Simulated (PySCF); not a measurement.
**[Tb(NH3)3]3+: other functionals and bases at one geometry**

Aim: see how levels, charges and forces of [Tb(NH3)3]3+ depend on the level of theory. The species was built from a template and needn't be a known compound.

The runs use PySCF 2.14.0; several levels, as the steps say, no spin–orbit coupling.

3 further runs of the same task are left out: 2 for a known fault of the program, 1 that didn't finish.

## 1. Where the work starts

13 atoms, charge 3, spin multiplicity 1.

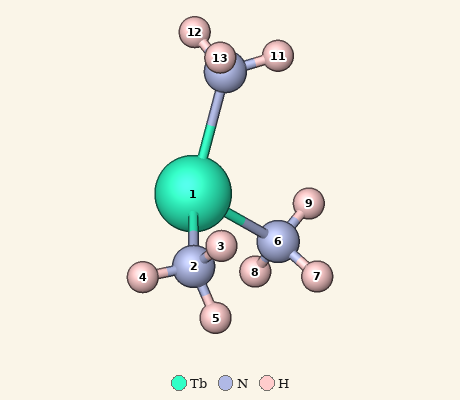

The structure; terbium teal, nitrogen light blue, hydrogen pink; atoms are numbered from 1 in the order of the file.

Coordinates:

```
Tb    0.00000    0.00000   -0.77996
N     2.28102   -0.00125    0.01856
H     2.49404   -0.62842    0.82853
H     2.99396   -0.29563   -0.69012
H     2.64951    0.92332    0.34048
N    -1.13943    1.97605    0.01856
H    -0.70280    2.47411    0.82853
H    -1.24096    2.74066   -0.69012
H    -2.12437    1.83288    0.34048
N    -1.14160   -1.97480    0.01856
H    -1.79125   -1.84570    0.82853
H    -1.75300   -2.44503   -0.69012
H    -0.52513   -2.75620    0.34048
```

Formal oxidation states: Tb +3. Each metal's 8 4f electrons lie in its core potential, so multiplicities, spins and levels count the valence alone. An earlier session relaxed this geometry at PBE, Tb lcecp-1-SVP with ECP54, N def2-SVP, H def2-SVP (singlet, point group C3).

At PBE on the finer grid: E = -204.813046 Eh, HOMO -23.02 eV, LUMO -17.32 eV, Mulliken charge on Tb1 +1.70 e, largest force component 0.012 eV/Å. 

Levels to run: revPBE; M06-L; BLYP; TPSSh; PBE, TZVP. Hardware: 2 threads of Arm Neoverse V1, shared host.

## 2. revPBE

Contents of run.py (the lines that set the calculation):

```python
mol = gto.M(atom='''
Tb     0.00000     0.00000    -0.77996
N      2.28102    -0.00125     0.01856
H      2.49404    -0.62842     0.82853
H      2.99396    -0.29563    -0.69012
H      2.64951     0.92332     0.34048
N     -1.13943     1.97605     0.01856
H     -0.70280     2.47411     0.82853
H     -1.24096     2.74066    -0.69012
H     -2.12437     1.83288     0.34048
N     -1.14160    -1.97480     0.01856
H     -1.79125    -1.84570     0.82853
H     -1.75300    -2.44503    -0.69012
H     -0.52513    -2.75620     0.34048''',
    basis={'Tb': 'lcecp-1-SVP', 'N': 'def2-SVP', 'H': 'def2-SVP'},
    ecp={'Tb': 'lcecp-1-SVP'},
    charge=3, spin=0)
mf = dft.RKS(mol, xc='PBE_R,PBE')
mf.grids.atom_grid = (75, 302)  # f atoms: unpruned, at least (60, 302)
mf = mf.density_fit()  # fitting sets: Tb AutoAux, N def2-universal-JKFIT, H def2-universal-JKFIT
mf.conv_tol = 1e-08; mf.max_cycle = 55
mf.kernel(dm0)  # dm0: the density of the relaxed state
```

Launch:

```
OMP_NUM_THREADS=2 python run.py
```

The log of the run:

```text
init E= -205.005884558248
  HOMO = -0.844502508945513  LUMO = -0.633002779761131  gap/eV = 5.75520
cycle= 1 E= -205.006192913809  delta_E= -0.000308  |g|= 0.0147  |ddm|= 0.0705
  HOMO = -0.846930313647389  LUMO = -0.634797864457949  gap/eV = 5.77242
cycle= 2 E= -205.006140718963  delta_E= 5.22e-05  |g|= 0.022  |ddm|= 0.0256
  HOMO = -0.844928192004403  LUMO = -0.634189188869247  gap/eV = 5.73450
cycle= 3 E= -205.006239726977  delta_E= -9.9e-05  |g|= 0.0033  |ddm|= 0.0173
  HOMO = -0.844968734531342  LUMO = -0.633697425833651  gap/eV = 5.74899
cycle= 4 E= -205.0062431471  delta_E= -3.42e-06  |g|= 0.000509  |ddm|= 0.00494
  HOMO = -0.845018612084751  LUMO = -0.633808442813931  gap/eV = 5.74732
cycle= 5 E= -205.006243231274  delta_E= -8.42e-08  |g|= 2.22e-05  |ddm|= 0.000919
  HOMO = -0.845019091081044  LUMO = -0.633806373620146  gap/eV = 5.74739
cycle= 6 E= -205.006243231413  delta_E= -1.39e-10  |g|= 4.18e-06  |ddm|= 3.66e-05
  HOMO = -0.845019500611283  LUMO = -0.633807282538956  gap/eV = 5.74738
Extra cycle  E= -205.006243231414  delta_E= -9.66e-13  |g|= 3.88e-06  |ddm|= 9.46e-06
converged SCF energy = -205.006243231414
```

Run time: 8.4 s. Hardware: 2 threads of Arm Neoverse V1, shared host.

Read off: E = -205.006243 Eh, HOMO -22.99 eV, LUMO -17.25 eV, Mulliken charge on Tb1 +1.72 e, largest force component 0.116 eV/Å. 

## 3. M06-L

Changes to run.py (the lines that set the calculation) since step 2:

```diff
@@ -17,3 +17,3 @@
     charge=3, spin=0)
-mf = dft.RKS(mol, xc='PBE_R,PBE')
+mf = dft.RKS(mol, xc='M06L')
 mf.grids.atom_grid = (75, 302)  # f atoms: unpruned, at least (60, 302)
```

Launch:

```
OMP_NUM_THREADS=2 python run.py
```

The log of the run:

```text
init E= -205.006718054811
  HOMO = -0.861477656940912  LUMO = -0.604172418221438  gap/eV = 7.00163
cycle= 1 E= -205.013266620958  delta_E= -0.00655  |g|= 0.045  |ddm|= 0.372
  HOMO = -0.855095179108483  LUMO = -0.619793213978886  gap/eV = 6.40289
cycle= 2 E= -205.012717899688  delta_E= 0.000549  |g|= 0.0676  |ddm|= 0.13
  HOMO = -0.858851362941762  LUMO = -0.614325279719025  gap/eV = 6.65389
cycle= 3 E= -205.013948430299  delta_E= -0.00123  |g|= 0.00822  |ddm|= 0.0693
  HOMO = -0.857731084667332  LUMO = -0.612478240439474  gap/eV = 6.67367
cycle= 4 E= -205.01396622576  delta_E= -1.78e-05  |g|= 0.0011  |ddm|= 0.0108
  HOMO = -0.857893626976489  LUMO = -0.612699011672626  gap/eV = 6.67209
cycle= 5 E= -205.013966580503  delta_E= -3.55e-07  |g|= 0.000197  |ddm|= 0.00141
  HOMO = -0.857883641558308  LUMO = -0.612735696154323  gap/eV = 6.67082
cycle= 6 E= -205.013966592412  delta_E= -1.19e-08  |g|= 3.25e-05  |ddm|= 0.000268
  HOMO = -0.857883341535627  LUMO = -0.612736618156067  gap/eV = 6.67078
cycle= 7 E= -205.013966592666  delta_E= -2.55e-10  |g|= 8.88e-06  |ddm|= 3.98e-05
  HOMO = -0.857881823946234  LUMO = -0.612736201051792  gap/eV = 6.67075
Extra cycle  E= -205.013966592652  delta_E= 1.41e-11  |g|= 1.19e-05  |ddm|= 1.71e-05
converged SCF energy = -205.013966592652
```

It took 14 s on 2 threads of Arm Neoverse V1, shared host.

Result: E = -205.013967 Eh, HOMO -23.34 eV, LUMO -16.67 eV, Mulliken charge on Tb1 +1.93 e, largest force component 0.422 eV/Å. 

## 4. BLYP

Changes to run.py (the lines that set the calculation) since step 3:

```diff
@@ -17,3 +17,3 @@
     charge=3, spin=0)
-mf = dft.RKS(mol, xc='M06L')
+mf = dft.RKS(mol, xc='BLYP')
 mf.grids.atom_grid = (75, 302)  # f atoms: unpruned, at least (60, 302)
```

Launch:

```
OMP_NUM_THREADS=2 python run.py
```

The log of the run:

```text
init E= -204.914844856341
  HOMO = -0.840513689239102  LUMO = -0.635007945239568  gap/eV = 5.59210
cycle= 1 E= -204.915541401243  delta_E= -0.000697  |g|= 0.0347  |ddm|= 0.131
  HOMO = -0.83648005454057  LUMO = -0.638707819691507  gap/eV = 5.38166
cycle= 2 E= -204.91475533564  delta_E= 0.000786  |g|= 0.0678  |ddm|= 0.084
  HOMO = -0.840648032304922  LUMO = -0.637227021684561  gap/eV = 5.53537
cycle= 3 E= -204.915806936225  delta_E= -0.00105  |g|= 0.00228  |ddm|= 0.0581
  HOMO = -0.840390860633255  LUMO = -0.6370798558264  gap/eV = 5.53237
cycle= 4 E= -204.915808154924  delta_E= -1.22e-06  |g|= 0.000587  |ddm|= 0.00254
  HOMO = -0.840391003171557  LUMO = -0.637119752399423  gap/eV = 5.53129
cycle= 5 E= -204.915808249553  delta_E= -9.46e-08  |g|= 5.61e-05  |ddm|= 0.000689
  HOMO = -0.8403838078996  LUMO = -0.637113791292185  gap/eV = 5.53126
cycle= 6 E= -204.91580825027  delta_E= -7.17e-10  |g|= 8.63e-06  |ddm|= 5.5e-05
  HOMO = -0.840383433154292  LUMO = -0.637116138176973  gap/eV = 5.53118
Extra cycle  E= -204.915808250253  delta_E= 1.69e-11  |g|= 1.24e-05  |ddm|= 2.62e-05
converged SCF energy = -204.915808250253
```

Wall time 8.3 s (2 threads of Arm Neoverse V1, shared host).

It gives: E = -204.915808 Eh, HOMO -22.87 eV, LUMO -17.34 eV, Mulliken charge on Tb1 +1.68 e, largest force component 0.184 eV/Å. 

## 5. TPSSh

Changes to run.py (the lines that set the calculation) since step 4:

```diff
@@ -17,3 +17,3 @@
     charge=3, spin=0)
-mf = dft.RKS(mol, xc='BLYP')
+mf = dft.RKS(mol, xc='TPSSH')
 mf.grids.atom_grid = (75, 302)  # f atoms: unpruned, at least (60, 302)
```

Launch:

```
OMP_NUM_THREADS=2 python run.py
```

The log of the run:

```text
init E= -205.022092396819
  HOMO = -0.873216358540988  LUMO = -0.609261608720625  gap/eV = 7.18257
cycle= 1 E= -205.024040653329  delta_E= -0.00195  |g|= 0.0267  |ddm|= 0.189
  HOMO = -0.870831677244239  LUMO = -0.619041729826049  gap/eV = 6.85155
cycle= 2 E= -205.023893198251  delta_E= 0.000147  |g|= 0.0388  |ddm|= 0.0847
  HOMO = -0.872900680130387  LUMO = -0.615833132398836  gap/eV = 6.99516
cycle= 3 E= -205.024292237274  delta_E= -0.000399  |g|= 0.00467  |ddm|= 0.0404
  HOMO = -0.872140100504795  LUMO = -0.614660010763139  gap/eV = 7.00639
cycle= 4 E= -205.024298313377  delta_E= -6.08e-06  |g|= 0.000486  |ddm|= 0.0065
  HOMO = -0.872203397053972  LUMO = -0.614685819811851  gap/eV = 7.00741
cycle= 5 E= -205.024298361134  delta_E= -4.78e-08  |g|= 6.93e-05  |ddm|= 0.000401
  HOMO = -0.872204483728673  LUMO = -0.614698031798781  gap/eV = 7.00711
cycle= 6 E= -205.024298362436  delta_E= -1.3e-09  |g|= 1.31e-05  |ddm|= 0.000103
  HOMO = -0.872205411235763  LUMO = -0.614701057969603  gap/eV = 7.00705
Extra cycle  E= -205.024298362454  delta_E= -1.83e-11  |g|= 1.08e-05  |ddm|= 2.74e-05
converged SCF energy = -205.024298362454
```

Wall time 13 s (2 threads of Arm Neoverse V1, shared host).

Result: E = -205.024298 Eh, HOMO -23.73 eV, LUMO -16.73 eV, Mulliken charge on Tb1 +1.82 e, largest force component 0.339 eV/Å. 

## 6. PBE, TZVP

Basis: Tb lcecp-1-TZVP with ECP54, N def2-TZVP, H def2-TZVP. 

Changes to run.py (the lines that set the calculation) since step 5:

```diff
@@ -14,6 +14,6 @@
 H     -0.52513    -2.75620     0.34048''',
-    basis={'Tb': 'lcecp-1-SVP', 'N': 'def2-SVP', 'H': 'def2-SVP'},
-    ecp={'Tb': 'lcecp-1-SVP'},
+    basis={'Tb': 'lcecp-1-TZVP', 'N': 'def2-TZVP', 'H': 'def2-TZVP'},
+    ecp={'Tb': 'lcecp-1-TZVP'},
     charge=3, spin=0)
-mf = dft.RKS(mol, xc='TPSSH')
+mf = dft.RKS(mol, xc='PBE')
 mf.grids.atom_grid = (75, 302)  # f atoms: unpruned, at least (60, 302)
@@ -21,2 +21,2 @@
 mf.conv_tol = 1e-08; mf.max_cycle = 55
-mf.kernel(dm0)  # dm0: the density of the relaxed state
+mf.kernel(dm0)  # dm0: free metal ions and neutral atoms
```

Launch:

```
OMP_NUM_THREADS=2 python run.py
```

The log of the run:

```text
init E= -197.926194050073
  HOMO = -1.17939800751979  LUMO = -0.719157105306363  gap/eV = 12.52379
cycle= 1 E= -203.223688839427  delta_E= -5.3  |g|= 3.16  |ddm|=  2.5
  HOMO = -0.628664926347051  LUMO = -0.616406414516837  gap/eV = 0.33357
cycle= 2 E= -195.681146292269  delta_E= 7.54  |g|= 4.99  |ddm|= 4.44
  HOMO = -0.872123617726053  LUMO = -0.526982037558021  gap/eV = 9.39178
cycle= 3 E= -204.751776998048  delta_E= -9.07  |g|= 0.868  |ddm|= 4.23
  HOMO = -0.875257022561791  LUMO = -0.671323940086966  gap/eV = 5.54930
cycle= 4 E= -204.987527534258  delta_E= -0.236  |g|= 0.277  |ddm|= 1.54
  HOMO = -0.836144506330134  LUMO = -0.625885456191424  gap/eV = 5.72144
cycle= 5 E= -205.008536643119  delta_E= -0.021  |g|= 0.0623  |ddm|= 0.361
  HOMO = -0.842873084970656  LUMO = -0.632597583621376  gap/eV = 5.72189
cycle= 6 E= -205.00954438342  delta_E= -0.00101  |g|= 0.00971  |ddm|= 0.0509
  HOMO = -0.843594383773239  LUMO = -0.633321573013464  gap/eV = 5.72181
cycle= 7 E= -205.009566539019  delta_E= -2.22e-05  |g|= 0.00212  |ddm|= 0.00978
  HOMO = -0.843488733311548  LUMO = -0.633030060921791  gap/eV = 5.72687
cycle= 8 E= -205.009567780229  delta_E= -1.24e-06  |g|= 0.000574  |ddm|= 0.00207
  HOMO = -0.843501269996209  LUMO = -0.633032590945931  gap/eV = 5.72714
cycle= 9 E= -205.009567855197  delta_E= -7.5e-08  |g|= 9.62e-05  |ddm|= 0.000483
  HOMO = -0.843498395455147  LUMO = -0.633028004882965  gap/eV = 5.72719
cycle= 10 E= -205.009567857206  delta_E= -2.01e-09  |g|= 2.45e-05  |ddm|= 0.00011
  HOMO = -0.843500991431674  LUMO = -0.633031164648889  gap/eV = 5.72718
Extra cycle  E= -205.009567856964  delta_E= 2.43e-10  |g|= 4.24e-05  |ddm|= 3.88e-05
converged SCF energy = -205.009567856964
```

It took 41 s on 2 threads of Arm Neoverse V1, shared host.

It gives: E = -205.009568 Eh, HOMO -22.95 eV, LUMO -17.23 eV, Mulliken charge on Tb1 +1.99 e, largest force component 0.386 eV/Å. 

## 7. Results

| level | state | HOMO (eV) | gap (eV) | charge on Tb1 (e) | dipole (D) | largest force (eV/Å) | basis functions | time |
| --- | --- | --- | --- | --- | --- | --- | --- | --- |
| PBE (relaxed here) | singlet | -23.02 | 5.70 | 1.70 | 2.96 | 0.01 | 120 | 22 s |
| revPBE | singlet | -22.99 | 5.75 | 1.72 | 2.91 | 0.12 | 120 | 8.4 s |
| M06-L | singlet | -23.34 | 6.67 | 1.93 | 2.64 | 0.42 | 120 | 14 s |
| BLYP | singlet | -22.87 | 5.53 | 1.68 | 2.93 | 0.18 | 120 | 8.3 s |
| TPSSh | singlet | -23.73 | 7.01 | 1.82 | 2.77 | 0.34 | 120 | 13 s |
| PBE, TZVP | singlet | -22.95 | 5.73 | 1.99 | 2.95 | 0.39 | 194 | 41 s |

Times are on 2 threads of Arm Neoverse V1, shared host; the first row also made further properties. The dipole of a charged species depends on the origin, so these sizes hold for this origin alone.

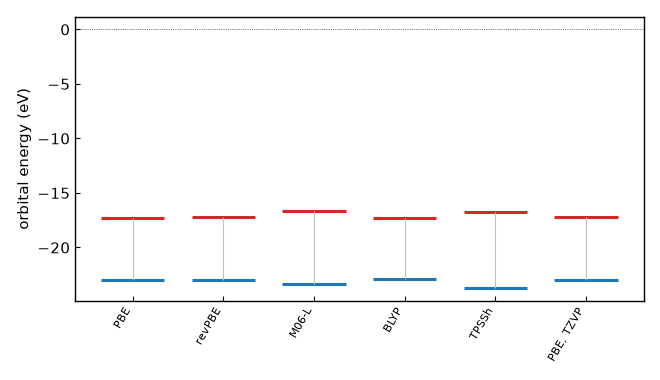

Highest filled and lowest empty level, method by method.

In one basis the gap runs from 5.53 eV (BLYP) to 7.01 eV (TPSSh). The largest leftover force, 0.42 eV/Å with M06-L, stands at a geometry relaxed at another level. The Mulliken charge on Tb spans +1.68 to +1.99 e over the levels. With 4f in the core, its levels are missing from HOMO and gap. Total energies of different levels can't be compared. Spin–orbit coupling is left out throughout.
